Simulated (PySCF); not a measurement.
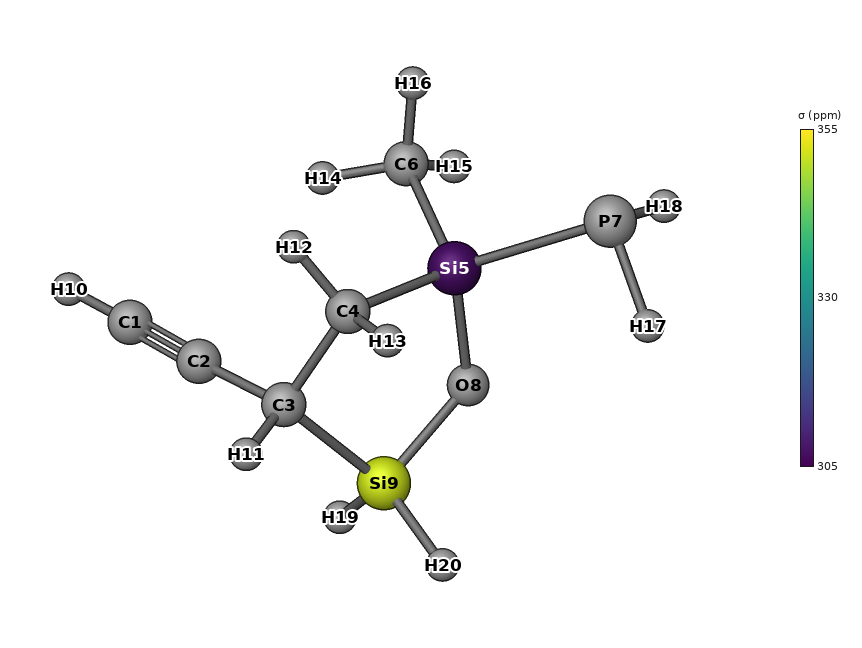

Atoms are coloured by their isotropic NMR shieldings (Si only, the others grey). The computed structure is the end point of a GFN2-xTB optimisation. No frequency run is at hand to confirm it as a minimum. Properties computed with GIAO PBE0/pcSseg-1 NMR shielding, non-relativistic, gas phase (PySCF 2.14.0).

List the isotropic NMR shieldings of the Si atoms.

```tsv
atom	σ (ppm)
Si5	307.0
Si9	351.0
```

The geometry is semi-empirical. Around P, Si such bond lengths and angles can be off by a tenth of an ångström or more and by several degrees, and values that hang on the shape move with them.
